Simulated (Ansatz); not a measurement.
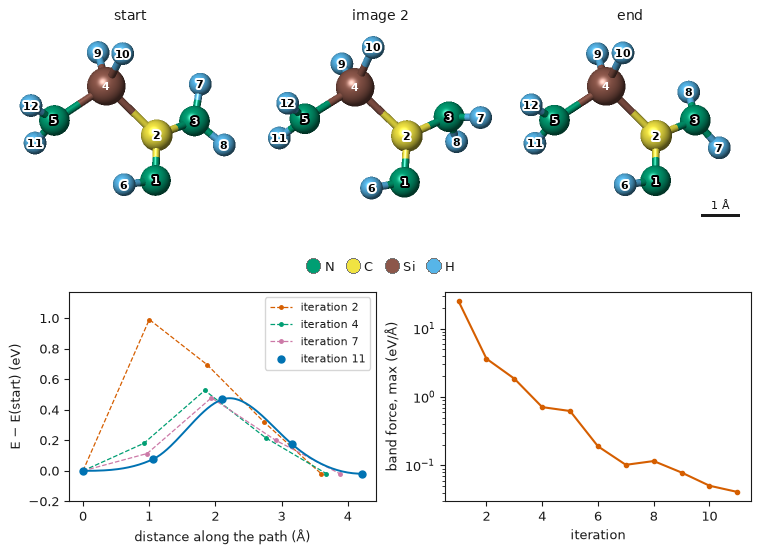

A search for the minimum-energy path of CH7N3Si by the nudged elastic band. Images are numbered from 0 (start) to 4 (end). The plot follows the band through its iterations. Style: ball-and-stick. Shown at a tilt.

All numbers below come from Ansatz, RKS B3LYP-D4/def2-SVP. Set-up: 3 movable images; no climbing image; force threshold 0.05 eV/Å; iteration limit 60; starting path through a guess of the saddle point.

### Judge this run.

The run is converged, with reservations. The band converged in 11 iterations. The largest component of the band force went from 25 to 0.041 eV/Å. No image climbed, so the highest image needn't lie on the saddle point, and the true maximum along this path can be higher. So few images resolve the path coarsely. The first iteration put the highest image at 6.19 eV. The energy climbs by 0.47 eV to image 2 and then falls by 0.49 eV, so the end point sits at −0.02 eV.
